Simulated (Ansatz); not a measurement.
**AlH$_{6}$NO$_{2}$S: density, localisation and related maps**

Input file:

```
crystal:
  periodic: [false, false, false]
  atoms:
    - { symbol: Al, position_ang: [-0.79542, -0.051905, -0.458233] }
    - { symbol: "N", position_ang: [0.24451, 1.504346, -0.342114] }
    - { symbol: O, position_ang: [-0.921635, -1.059362, -1.83974] }
    - { symbol: O, position_ang: [-1.722399, -0.383047, 0.948507] }
    - { symbol: H, position_ang: [1.787319, 0.140973, 0.720484] }
    - { symbol: S, position_ang: [2.160285, -1.072951, 1.22928] }
    - { symbol: H, position_ang: [0.007828, 2.20668, 0.365005] }
    - { symbol: H, position_ang: [0.661494, 1.960331, -1.157243] }
    - { symbol: H, position_ang: [-0.322713, -1.023944, -2.599806] }
    - { symbol: H, position_ang: [-2.239917, -1.201286, 1.002552] }
    - { symbol: H, position_ang: [1.140748, -1.019934, 2.131409] }
basis:
  gaussian: { orbitals: def2-SVP }
hamiltonian:
  xc: pbe
relax:
  f_tol: 0.03
  max_steps: 50
output:
  orbitals: {}
```

Launched as:

```sh
ansatz run input.yaml --threads 2 --pin off --max-ram 3072MiB --backend cpu --events-out ev --progress --plain --runs-dir out
```

The fields are those of the relaxed geometry.

Computed with RKS PBE/def2-SVP in Ansatz.

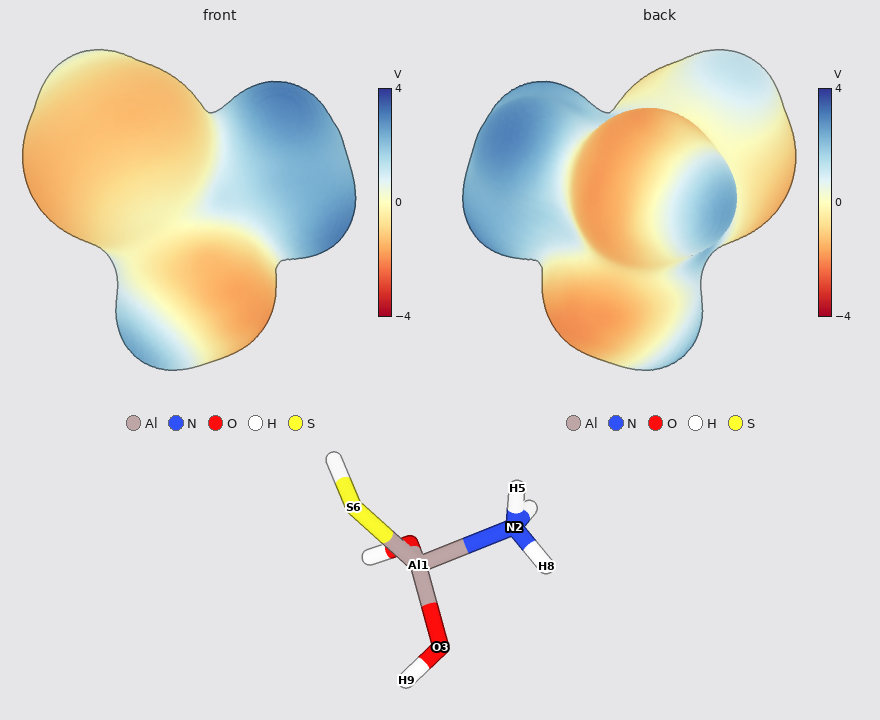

Figure 1. The molecular electrostatic potential painted on the density surface at 0.004 e/bohr³, seen from the front and from behind; the colour scale runs from red (negative) to blue (positive). The bare structure is drawn below in the same view.

### Where is the surface potential most negative and most positive?

The most negative region (about −1.9 V) lies over O3, the most positive (about +3.0 V) over H5, H7 and H8. O3 is the likeliest acceptor of a hydrogen bond.

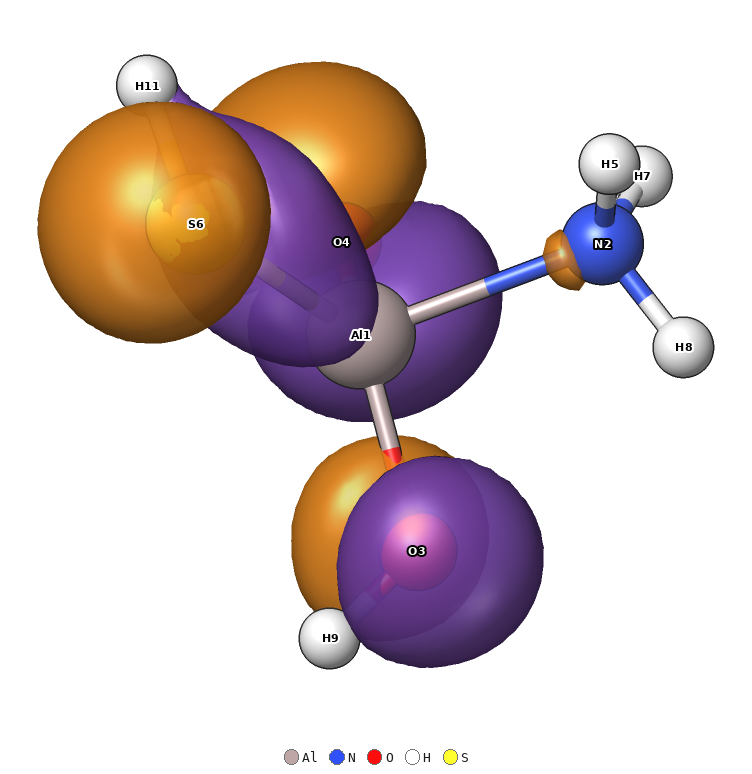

Figure 2. The HOMO−1 at ±0.1 Å⁻³ᐟ² (orange and purple are the two phases), seen across its widest extent.

### Where does this orbital lie, and at what energy?

Its weight (Hirshfeld) is mainly on O4 (about 55 %), O3 (about 20 %) and S6 (about 15 %); largely a combination of lone pairs on O4, O3 and S6. Its energy is −5.87 eV.

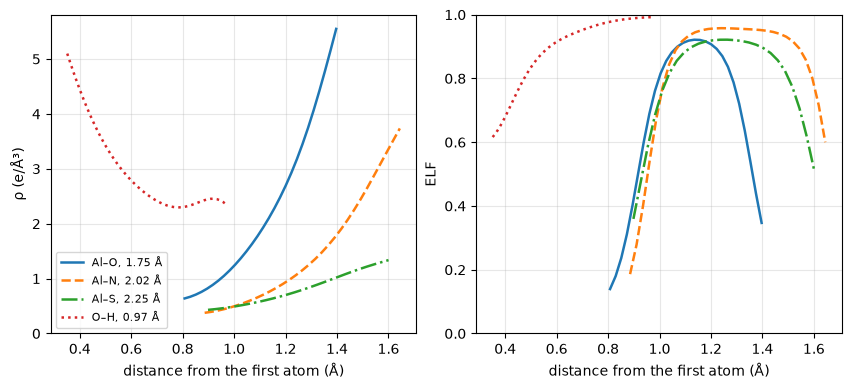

Figure 3. Electron density and ELF along straight lines between neighbouring atoms. The curves leave out the atomic cores.

### What can be read from the curves?

Al–O (1.75 Å): ρ at the midpoint is about 0.76 e/Å³; the ELF peaks at about 0.90 in the valence shell of O, 0.6 Å from its nucleus, and is about 0.30 at the midpoint.
Al–N (2.02 Å): ρ is about 0.51 e/Å³ halfway; the ELF peaks at about 0.95 between the atoms, as expected for a polar covalent bond.
Al–S (2.25 Å): ρ is about 0.61 e/Å³ halfway; the ELF peaks at about 0.90 in the valence shell of S, 1.0 Å from its nucleus, and is about 0.90 at the midpoint.
O–H (0.97 Å): ρ at the midpoint is about 3.6 e/Å³; the ELF climbs to about 1 towards the hydrogen, as it does in any bond to H: a covalent bond by its length.

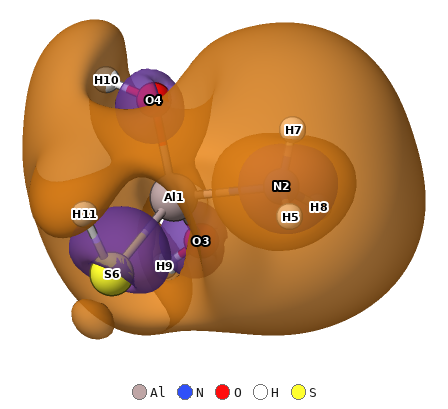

Figure 4. The LUMO at ±0.05 Å⁻³ᐟ² (orange and purple are the two phases), seen from one side.

### Where does this orbital lie, and at what energy?

By Hirshfeld shares it lies mainly on Al1 (about 20 %), N2 (about 15 %), H5 (about 15 %), H7 (about 15 %), H8 (about 15 %) and S6 (about 5 %). Its energy is −0.39 eV.
